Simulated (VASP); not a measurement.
Band structure of SiO2 (space group P3_121). Level of theory: r2SCAN meta-GGA, VASP's PBE PAW potentials (set 64) (plane waves; VASP).

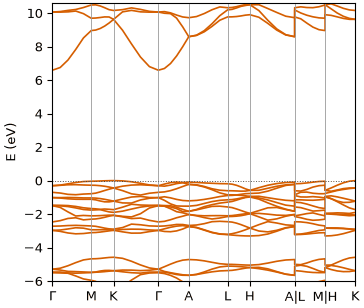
*Bands along high-symmetry lines, zero at the valence-band maximum or, without a gap, the Fermi level*

Question: Read the plot: is there a gap, and where are the band edges?

Answer: The gap is indirect, 6.59 eV, from the valence maximum at K to the conduction minimum at Γ.

The structure comes from a computed database's SiO2 entry (P3_121); how it stands against other phases isn't given here. It was relaxed first.
